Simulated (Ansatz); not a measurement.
# CH5AsSi (SMILES C1[SiH2][AsH]1): SVWN5/def2-SVP

Aim: the energy change on altering one bond length of CH5AsSi at SVWN5/def2-SVP, from 2 runs. 

Program for the calculation: Ansatz 0.2.0.

78 further runs of the same task are left out: 78 set aside as unsound or not needed.

**1. Starting point**

CH5AsSi has 8 atoms, charge 0, and is taken as a singlet. SMILES: `C1[SiH2][AsH]1`. The coordinates come from a PBE0-D4/def2-TZVP relaxation.

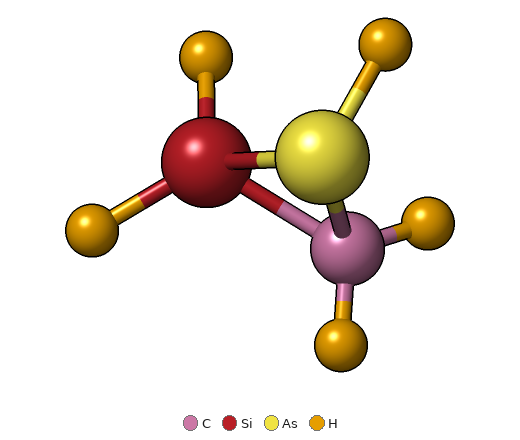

The structure, seen from a chosen angle (carbon pink, silicon red, arsenic yellow, hydrogen amber).

**2. A single-point energy at SVWN5/def2-SVP**

File input.yaml:

```yaml
crystal:
  periodic: [false, false, false]
  atoms:
    - symbol: C
      position_ang: [-0.770300, 0.017900, -0.576000]
    - symbol: Si
      position_ang: [0.707800, 0.663100, 0.315700]
    - symbol: As
      position_ang: [-0.538100, -1.122700, 1.107200]
    - symbol: H
      position_ang: [-0.667200, -0.524000, -1.509300]
    - symbol: H
      position_ang: [-1.690700, 0.591800, -0.522300]
    - symbol: H
      position_ang: [0.581300, 1.973900, 0.990500]
    - symbol: H
      position_ang: [2.040800, 0.422300, -0.277100]
    - symbol: H
      position_ang: [0.428400, -2.079400, 0.415600]
basis:
  gaussian:
    orbitals: def2-SVP
total_charge: 0
hamiltonian:
  xc: {name: SVWN5}
accuracy: high
output:
  orbitals: {seedname: orbitals}
```

The run is started by

```sh
$ ansatz run input.yaml --threads 1 --pin off --max-ram 3480MiB --events-out events.jsonl --progress --plain --runs-dir runs
```

The program printed:

```text
Warning: RAYON_NUM_THREADS=1 ignored (pool sized by the plan → 1); use --threads N
Functional definition: SVWN5
  name "SVWN5"
  exchange = slater_x
  correlation = vwn5_c
1915 factors; integrals over basis functions are off by at most 4.8e-9 eV
mean field evaluation 1: about -69685.8625 eV, gradient 5.9e1 eV
mean field evaluation 2: about -69659.5061 eV, gradient 1.0e2 eV
mean field evaluation 4: about -69694.4773 eV, gradient 5.1e0 eV
mean field evaluation 8: about -69694.5799 eV, gradient 1.8e-1 eV
mean field evaluation 16: about -69694.5800 eV, gradient 7.0e-6 eV
mean field -69694.58004699 eV, -2561.2285760439 hartree, gradient 9.7e-8 eV, S^2 0.000000; 0 other end points of the search recorded, 0 dependent functions left out
reference -69694.58004994 eV, -2561.2285761522 hartree; 29, 29 occupied and 60, 60 virtual orbitals, 1915 factors
Total energy: -69694.58004994 eV, -2561.2285761522 hartree
```

Run time: 4.2 s. Hardware: 1 thread of Arm Neoverse V1, shared host; peak memory 0.21 GiB.

**3. The distorted shape at the same level**

File molecule.yaml:

```yaml
crystal:
  periodic: [false, false, false]
  atoms:
    - {symbol: C, position_ang: [-1.836703, 0.210541, -0.101759]}
    - {symbol: Si, position_ang: [-0.358603, 0.855741, 0.789941]}
    - {symbol: As, position_ang: [-1.604503, -0.930059, 1.581441]}
    - {symbol: H, position_ang: [-1.733603, -0.331359, -1.035059]}
    - {symbol: H, position_ang: [-2.757103, 0.784441, -0.048059]}
    - {symbol: H, position_ang: [-0.485103, 2.166541, 1.464741]}
    - {symbol: H, position_ang: [2.040800, 0.422300, -0.277100]}
    - {symbol: H, position_ang: [-0.638003, -1.886759, 0.889841]}
basis:
  gaussian:
    orbitals: def2-SVP
hamiltonian:
  xc: {name: SVWN5}
accuracy: high
output:
  orbitals: {seedname: orbitals}
```

The run is started by

```sh
$ ansatz run molecule.yaml --threads 1 --pin off --max-ram 3480MiB --events-out events.jsonl --progress --plain --runs-dir runs
```

The program printed:

```text
Warning: RAYON_NUM_THREADS=1 ignored (pool sized by the plan → 1); use --threads N
Functional definition: SVWN5
  name "SVWN5"
  exchange = slater_x
  correlation = vwn5_c
1893 factors; integrals over basis functions are off by at most 4.2e-9 eV
mean field evaluation 1: about -69682.6019 eV, gradient 6.0e1 eV
mean field evaluation 2: about -69638.8653 eV, gradient 1.1e2 eV
mean field evaluation 4: about -69687.3234 eV, gradient 2.4e1 eV
mean field evaluation 8: about -69691.6062 eV, gradient 6.7e-1 eV
mean field evaluation 16: about -69691.5987 eV, gradient 1.1e-3 eV
mean field -69691.59874349 eV, -2561.1190151612 hartree, gradient 1.2e-8 eV, S^2 0.000000; 0 other end points of the search recorded, 0 dependent functions left out
reference -69691.59874658 eV, -2561.1190152747 hartree; 29, 29 occupied and 60, 60 virtual orbitals, 1893 factors
Total energy: -69691.59874658 eV, -2561.1190152747 hartree
```

Run time: 4.2 s. Hardware: 1 thread of Arm Neoverse V1, shared host; peak memory 0.21 GiB.

**4. Summary of results**

Level: SVWN5/def2-SVP.

```
                                                          quantity           value
                                         first shape: total energy  -2561.22858 Eh
                                          first shape: HOMO energy        -5.99 eV
                                          first shape: LUMO energy        -1.07 eV
                                        first shape: HOMO–LUMO gap         4.91 eV
                                     distorted shape: total energy  -2561.11902 Eh
                                      distorted shape: HOMO energy        -6.12 eV
                                      distorted shape: LUMO energy        -3.72 eV
                                    distorted shape: HOMO–LUMO gap         2.40 eV
energy change with the Si2–H7 bond stretched from 1.479 to 2.662 Å        2.981 eV
```

In words: One bond (distorted shape) is far stretched, which a spin-restricted single reference describes badly; a broken-symmetry solution may lie lower. With the Si2–H7 bond stretched from 1.479 to 2.662 Å the energy rises by 2.98 eV (69 kcal/mol). The first shape isn't relaxed at this level, so the change isn't measured from a minimum. A restricted reference can't describe the breaking bond well at this length.
